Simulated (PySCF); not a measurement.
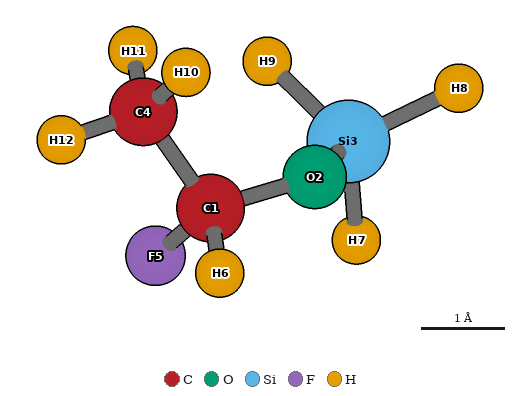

Fig. 1: The input geometry (ball-and-stick view, seen at a tilt; atoms are numbered from 1 in the order of the input).

# Excited-state calculation of C₂H₇FOSi

- system: C₂H₇FOSi
- method: TDDFT CAM-B3LYP/def2-SVPD, vertical, gas phase, core orbitals frozen in the response (PySCF 2.14.0)

The geometry comes from this level: PBE0-D3(BJ)/def2-SVP.

## The program's output
```
coarse grid: 10312 points
cycle   1  E = -544.4674009420  dE =  4.026e-01  |g| = 7.769e-01  |ddm| = 4.193e+00
cycle   2  E = -544.4180888400  dE =  4.931e-02  |g| = 9.726e-01  |ddm| = 1.929e+00
cycle   3  E = -544.5791538679  dE = -1.611e-01  |g| = 6.707e-02  |ddm| = 1.013e+00
cycle   4  E = -544.5798985009  dE = -7.446e-04  |g| = 3.367e-02  |ddm| = 1.231e-01
cycle   5  E = -544.5801109901  dE = -2.125e-04  |g| = 1.016e-02  |ddm| = 3.836e-02
cycle   6  E = -544.5801273633  dE = -1.637e-05  |g| = 2.506e-03  |ddm| = 1.207e-02
cycle   7  E = -544.5801286538  dE = -1.290e-06  |g| = 3.056e-04  |ddm| = 3.533e-03
final grid: 94760 points
cycle   8  E = -544.6623590428  dE = -1.921e-05  |g| = 4.000e-03  |ddm| = 3.821e-02
cycle   9  E = -544.6623580804  dE =  9.624e-07  |g| = 4.864e-03  |ddm| = 8.064e-03
cycle  10  E = -544.6623619535  dE = -3.873e-06  |g| = 3.071e-04  |ddm| = 3.631e-03
cycle  11  E = -544.6623619695  dE = -1.608e-08  |g| = 1.523e-04  |ddm| = 4.967e-04
cycle  12  E = -544.6623619743  dE = -4.753e-09  |g| = 4.294e-05  |ddm| = 2.105e-04
cycle  13  E = -544.6623619746  dE = -3.449e-10  |g| = 1.127e-05  |ddm| = 5.296e-05
```

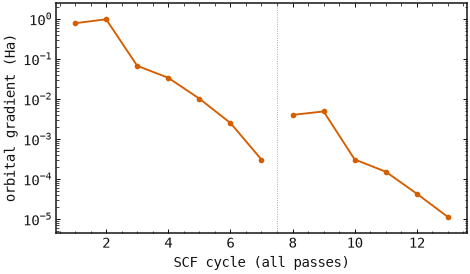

Fig. 2: Convergence of the self-consistent field: orbital gradient against the SCF cycle. The dotted line marks the change from a coarse to the final integration grid. The first 7 cycles use a coarse grid, the final grid takes over at cycle 8, and the field converges after 13 cycles in all.

```
converged SCF energy = -544.6623619746

Static polarisability (au): isotropic 56.945, principal 52.429 54.232 64.173

Singlet excitations
state   eV       nm        f      main configurations
  1   7.5272    164.7   0.00047   H->L 0.72, H->L+1 0.16
  2   8.1924    151.3   0.03232   H->L+1 0.66, H->L 0.20
  3   8.3196    149.0   0.01114   H-1->L 0.57, H-1->L+1 0.23, H-1->L+2 0.09
  4   8.7100    142.3   0.04880   H->L+2 0.58, H->L+3 0.19
  5   8.8891    139.5   0.02327   H->L+4 0.42, H->L+5 0.32
  6   9.0097    137.6   0.03048   H-1->L+1 0.46, H->L+4 0.15, H-1->L 0.15

Triplet excitations (Tamm-Dancoff, eV): 7.1804 7.8291
Vertical ionisation energy (delta-SCF) = 10.6674 eV
```

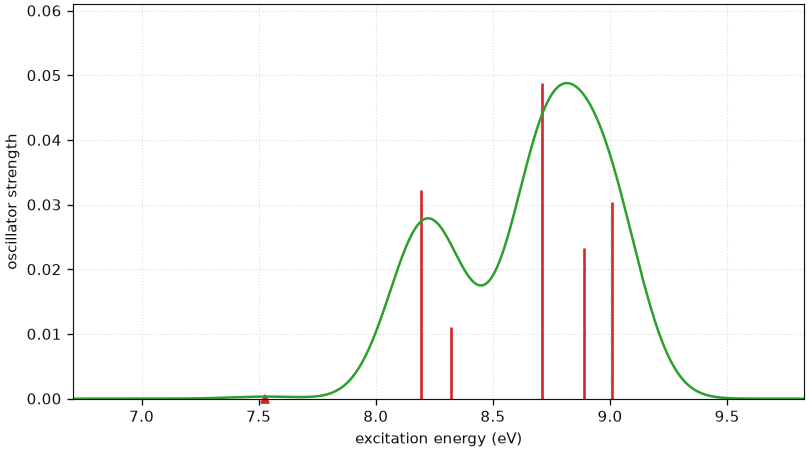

Fig. 3: Computed excitations as sticks (degenerate states added up, dark ones marked on the axis), with a Gaussian envelope of 0.35 eV full width at half maximum, scaled to the tallest. Of the 6 states the lowest lies at 7.53 eV (f = 0.000); the strongest line is at 8.71 eV, or 142 nm (f = 0.049).

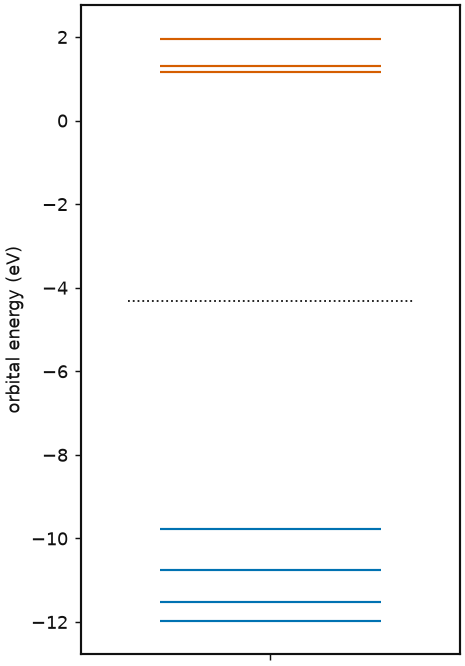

Fig. 4: Orbital energies near the frontier; the dotted line parts filled from empty levels, and levels within 0.02 eV of each other stand side by side. Highest filled −9.78 eV, lowest empty 1.16 eV, 10.94 eV apart.

This output came from the following input.

## The input
```
{"job": {"kind": "uv", "xc": "CAM-B3LYP", "basis": "def2-SVPD", "nstates": 6, "ntriplets": 2, "ip": true}, "charge": 0, "multiplicity": 1}
C      0.618639     0.751675    -0.163290
O     -0.753222     0.646442    -0.124419
Si    -1.629833    -0.655259    -0.727049
C      1.273508     0.213221     1.083097
F      1.093798     0.044918    -1.252695
H      0.874704     1.811728    -0.336915
H     -1.700890    -0.631625    -2.215444
H     -2.992845    -0.483784    -0.157832
H     -1.051459    -1.956497    -0.275751
H      0.904279     0.758105     1.962492
H      1.032686    -0.853907     1.198634
H      2.365067     0.326028     1.022437
```

The first line tells a small driver script what to run in PySCF; the rest is the geometry in Å.

Launched with:
```bash
OMP_NUM_THREADS=1 python <driver script> task.json out
```

## Key numbers

- outcome: converged
- total energy: −544.662362 hartree
- HOMO: −9.78 eV
- LUMO: 1.16 eV
- dipole moment: 1.25 D
- mean polarisability: 56.94 a.u.
- vertical ionisation energy: 10.67 eV
- lowest singlet excitation: 7.53 eV
- hardware: 1 CPU thread, shared host
- wall time: 53 s
- peak memory: 0.85 GiB
